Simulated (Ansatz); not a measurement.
# UBCCD(T)/STO-3G run of BH2Cl− (SMILES [BH2-]Cl)

Aim: the vertical ionisation energy of BH2Cl− at UBCCD(T)/STO-3G, from 2 runs. 

The calculation is run with Ansatz 0.2.0.

**1. The system as given**

The species is BH2Cl− (4 atoms), meant as a doublet with charge -1. As SMILES, `[BH2-]Cl`. The coordinates come from a GFN2-xTB relaxation.

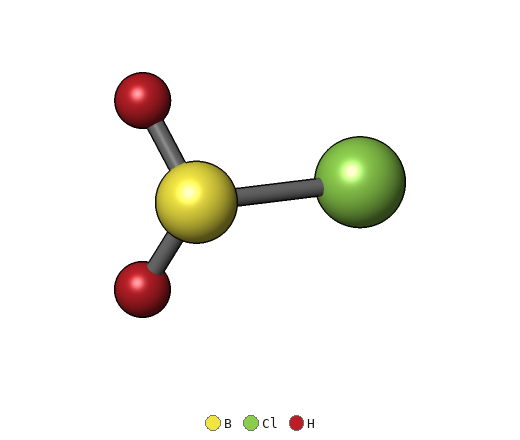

Viewed from a chosen angle; boron yellow, chlorine green, hydrogen red.

**2. A single-point energy at UBCCD(T)/STO-3G**

The input, input.yaml:

```yaml
crystal:
  periodic: [false, false, false]
  atoms:
    - {symbol: B, position_ang: [-0.072740, -0.194320, -0.337270]}
    - {symbol: Cl, position_ang: [1.390160, 0.062360, 0.884750]}
    - {symbol: H, position_ang: [-0.963970, -0.752550, 0.264630]}
    - {symbol: H, position_ang: [-0.353460, 0.884500, -0.812110]}
basis:
  gaussian:
    orbitals: STO-3G
total_charge: -1
magnetization:
  spin_polarized: true
  initial_magnetization: 1
correlation:
  method: bccd_t
  frozen_orbitals: {B: 1, Cl: 5, H: 0}
accuracy: high
scf:
  omitted_lower_state_checks: [cluster_reference, increment]
```

The run is started by

```sh
$ ansatz run input.yaml --threads 1 --pin off --max-ram 2610MiB --events-out events.jsonl --progress --plain --runs-dir runs
```

The log of the run, shortened:

```text
Warning: RAYON_NUM_THREADS=1 ignored (pool sized by the plan → 1); use --threads N
Functional definition: HF
  name "HF"
[...]
259 factors; integrals over basis functions are off by at most 1.9e-8 eV
[...]
mean field -13061.15244808 eV, -479.9884993000 hartree, gradient 2.3e-8 eV, S^2 0.755147; 0 other end points of the search recorded, 0 dependent functions left out
6 core orbitals not correlated: weight in the atoms' cores, before any rotation towards them, 1.000 or more for the frozen orbitals, at most 0.000 for the correlated occupied ones
reference -13061.15244808 eV, -479.9884993000 hartree; 7, 6 occupied and 3, 4 virtual orbitals, 259 factors
second order -0.85854413 eV of doubles, -0.00000000 eV of singles
cycle   1  -1.10022994 eV  change   -2.4e-1 eV  update   4.0e-2
[...]
cycle  18  -1.24311240 eV  change  -4.0e-10 eV  update  6.6e-10
perturbative correction -0.01202389 eV, -0.0004418696 hartree
Total energy: -13062.40758437 eV, -480.0346247078 hartree
Checks for a lower state left out: cluster_reference, increment
```

Wall time 0.2 s (1 thread of Arm Neoverse V1, shared host).

**3. Singlet neutral BH2Cl at the same level**

The input, in.yaml:

```yaml
crystal:
  periodic: [false, false, false]
  atoms:
    - {symbol: B, position_ang: [-0.072740, -0.194320, -0.337270]}
    - {symbol: Cl, position_ang: [1.390160, 0.062360, 0.884750]}
    - {symbol: H, position_ang: [-0.963970, -0.752550, 0.264630]}
    - {symbol: H, position_ang: [-0.353460, 0.884500, -0.812110]}
basis:
  gaussian: {orbitals: STO-3G}
magnetization: {spin_polarized: false}
correlation: {method: bccd_t, frozen_orbitals: {B: 1, Cl: 5, H: 0}}
accuracy: high
scf: {omitted_lower_state_checks: [cluster_reference, increment]}
```

The run is started by

```sh
$ ansatz run in.yaml --threads 1 --pin off --max-ram 2610MiB --events-out events.jsonl --progress --plain --runs-dir runs
```

The log of the run, shortened:

```text
Warning: RAYON_NUM_THREADS=1 ignored (pool sized by the plan → 1); use --threads N
[... 2 set-up lines as earlier in the session ...]
[...]
259 factors; integrals over basis functions are off by at most 1.9e-8 eV
[...]
mean field -13063.59815099 eV, -480.0783772242 hartree, gradient 3.7e-9 eV, S^2 0.000000; 0 other end points of the search recorded, 0 dependent functions left out
6 core orbitals not correlated: weight in the atoms' cores, before any rotation towards them, 1.000 or more for the frozen orbitals, at most 0.000 for the correlated occupied ones
reference -13063.59815099 eV, -480.0783772242 hartree; 6, 6 occupied and 4, 4 virtual orbitals, 259 factors
second order -1.29786935 eV of doubles, -0.00000000 eV of singles
cycle   1  -1.58850782 eV  change   -2.9e-1 eV  update   6.8e-2
[...]
cycle  20  -1.77300230 eV  change    1.2e-9 eV  update   1.4e-9
perturbative correction -0.07325834 eV, -0.0026921943 hartree
Total energy: -13065.44441163 eV, -480.1462260512 hartree
Checks for a lower state left out: cluster_reference, increment
```

Run time: 0.14 s. Hardware: 1 thread of Arm Neoverse V1, shared host.

**4. Outcome**

At UBCCD(T)/STO-3G, 6 core orbitals frozen:

```
                                                          quantity          value
                                      doublet BH2Cl−: total energy  -480.03462 Eh
       doublet BH2Cl−: correlation energy (6 core orbitals frozen)      -46.1 mEh
                                    doublet BH2Cl−: (T) correction      -0.44 mEh
                 doublet BH2Cl−: ⟨S²⟩ of the reference determinant          0.755
                               singlet neutral BH2Cl: total energy  -480.14623 Eh
singlet neutral BH2Cl: correlation energy (6 core orbitals frozen)      -67.8 mEh
                             singlet neutral BH2Cl: (T) correction      -2.69 mEh
               vertical detachment energy (to the singlet neutral)      -3.037 eV
```

What this shows: The species is unbound against losing an electron at this level, by 3.04 eV (−293 kJ/mol); missing correlation or diffuse functions can give that sign where the real anion is bound. Only the singlet of the ionised species was computed; a triplet could lie lower. In a minimal basis such a difference can be off by several eV, whatever the method. The triples (doublet BH2Cl−) make up 1.0 % of the correlation energy. The triples (singlet neutral BH2Cl) make up 4.0 % of the correlation energy.
